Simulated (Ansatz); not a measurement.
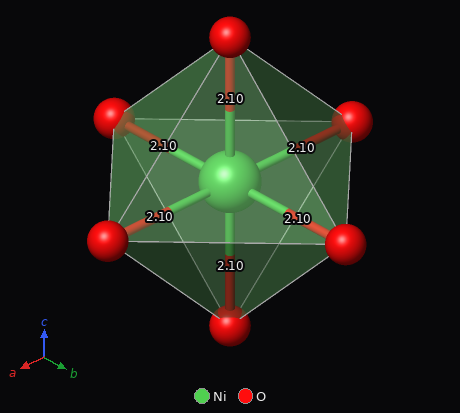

Coordination of Ni in NiO (Fm-3m); bond lengths in Å. Shape measures S are computed against regular polyhedra or, for capped shapes, the nearer of the equal-edge and equal-bond forms. The structure is the input geometry of an electronic-structure calculation and need not be at equilibrium.

### What geometry does the central atom have?

NiO6: an essentially ideal octahedron (coordination number 6, S = 0.00; next best trigonal prism, S = 16.7).

### Does the central atom sit at the centroid of its ligands?

Yes, to within 0.01 Å; the site symmetry is m-3m.
